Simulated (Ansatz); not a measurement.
## Electronic structure of H$_{5}$NOSi···H$_{2}$···NH$_{3}$ in real space

Input

```
crystal:
  periodic: [false, false, false]
  atoms:
    - {symbol: Si, position_ang: [-0.312114, 0.759229, -0.683994]}
    - {symbol: H, position_ang: [-0.563123, -3.211767, -0.507551]}
    - {symbol: H, position_ang: [0.617188, -0.201930, -1.326647]}
    - {symbol: H, position_ang: [-1.470763, 0.093125, -0.049653]}
    - {symbol: N, position_ang: [-0.740589, 1.846227, -1.935692]}
    - {symbol: H, position_ang: [0.833108, -0.215097, 1.850701]}
    - {symbol: O, position_ang: [0.394685, 1.569943, 0.578356]}
    - {symbol: H, position_ang: [-0.270130, -2.722433, -0.019879]}
    - {symbol: N, position_ang: [0.733407, -1.224582, 1.857800]}
    - {symbol: H, position_ang: [-0.470323, 1.666247, -2.887101]}
    - {symbol: H, position_ang: [-1.525013, 2.473378, -1.877488]}
    - {symbol: H, position_ang: [1.010409, 2.256859, 0.315435]}
    - {symbol: H, position_ang: [1.641770, -1.623938, 2.058190]}
    - {symbol: H, position_ang: [0.121589, -1.465361, 2.627525]}
basis:
  gaussian: {orbitals: def2-TZVPP}
hamiltonian: {xc: pbe0, dispersion: d4}
output: {orbitals: {seedname: orbitals}}
```

Command:

```sh
ansatz run in.yaml --threads 8 --pin off --events-out ev --progress --plain --max-ram 19148MiB
```

The product side of a reaction path; geometry: PBE0-D4/def2-TZVP; a saddle point, not a minimum.

Method: Ansatz, RKS PBE0-D4/def2-TZVPP.

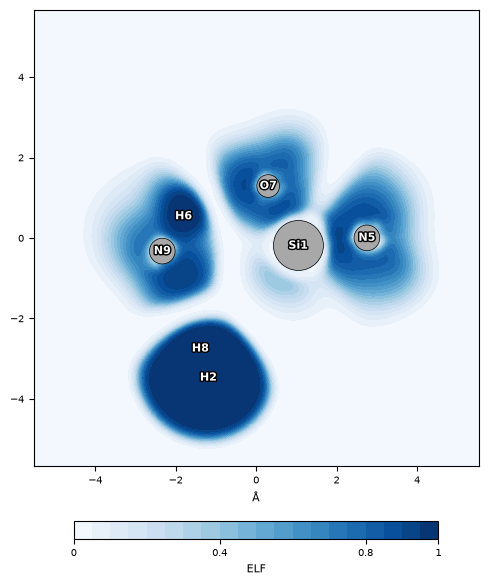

Figure 1. ELF on the plane of atoms N5, Si1 and O7. Grey discs cover the atomic cores.

Q: Read the bonding off the picture.

A: The plane passes through Si, H, N and O nuclei.
O7···H6 (2.24 Å): the ELF dips to about 0.05 between them: by its geometry a hydrogen bond between the two molecules, with no shared pair.
Si–O (1.66 Å): the ELF peaks at about 0.90 between the atoms, as expected for a polar covalent bond.
Si–N (1.71 Å): the ELF peaks at about 0.90 between the atoms: a shared but strongly polarised pair.
H–H (0.75 Å): the ELF peaks at about 1 between the atoms.
N–H (1.01 Å): the ELF climbs to about 1 towards the hydrogen, as it does in any bond to H (a covalent bond by its length).
The ELF also peaks beside N9, N5 and O7, away from the bonds: lone-pair regions.

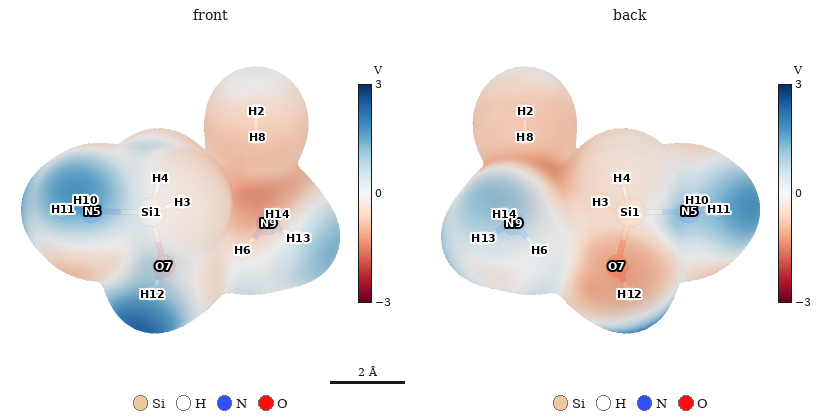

Figure 2. The electrostatic potential painted on the density surface at 0.002 e/bohr³, seen from the front and from behind; red is negative and blue positive.

Q: Describe the electrostatic potential map.

A: The most negative region (about −1.4 V) lies over H8 and N9, the most positive (about +2.4 V) over H12.

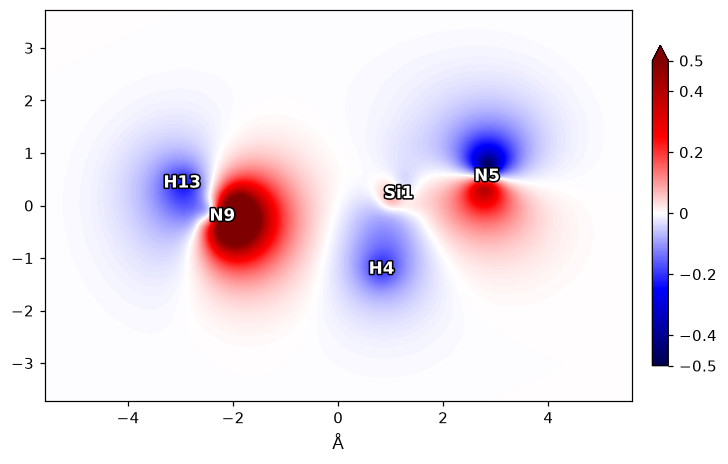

Figure 3. The HOMO on the plane of atoms H4, Si1 and N5 (values in Å⁻³ᐟ²; the overall sign is arbitrary).

Q: What is the character of this orbital?

A: Its weight (Hirshfeld) is mainly on N9 (about 65 %) and N5 (about 10 %). Its energy is −7.36 eV.
